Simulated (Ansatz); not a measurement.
Input

```
crystal:
  periodic: [false, false, false]
  atoms:
    - { symbol: C, position_ang: [-0.4563, 0.5622, -0.5314] }
    - { symbol: C, position_ang: [0.6406, -0.3633, -0.2966] }
    - { symbol: Al, position_ang: [0.5323, -1.1301, 1.5357] }
    - { symbol: H, position_ang: [-1.405, 0.0946, -0.4418] }
    - { symbol: H, position_ang: [-0.4284, 1.0079, -1.5908] }
    - { symbol: H, position_ang: [-0.4601, 1.4674, 0.1758] }
    - { symbol: H, position_ang: [0.6227, -1.1896, -1.0262] }
    - { symbol: H, position_ang: [1.6501, 0.1882, -0.4236] }
    - { symbol: H, position_ang: [-0.6073, -0.6836, 2.5818] }
magnetization:
  spin_polarized: true
  initial_magnetization: 1
basis:
  gaussian: { orbitals: def2-SVP }
hamiltonian:
  xc: { name: BHLYP }
  dispersion: d4
relax:
  f_tol: 0.015
  max_steps: 40
output:
  orbitals: {}
```

Launched as:

```sh
ansatz run input.yaml --threads 2 --pin off --max-ram 3072MiB --backend cpu --events-out ev --progress --plain --runs-dir out
```

The fields are those of the relaxed geometry.

Level of theory: UKS BHLYP-D4/def2-SVP in Ansatz.

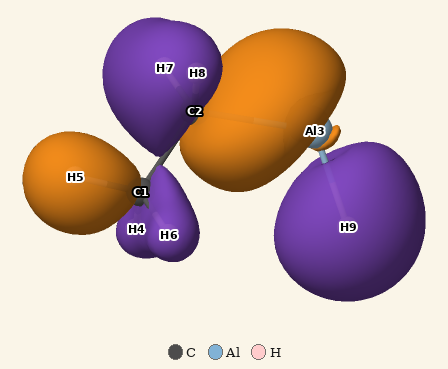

C2H6Al (SMILES C[CH2][AlH]) (doublet). The HOMO−1 (α) at ±0.08 Å⁻³ᐟ² (orange and purple are the two phases), seen at a tilt.

> Describe this orbital and give its energy.

Its weight (Hirshfeld) is mainly on C2 (about 35 %), Al3 (about 25 %), H9 (about 20 %) and C1 (about 5 %). Its energy is −8.97 eV.
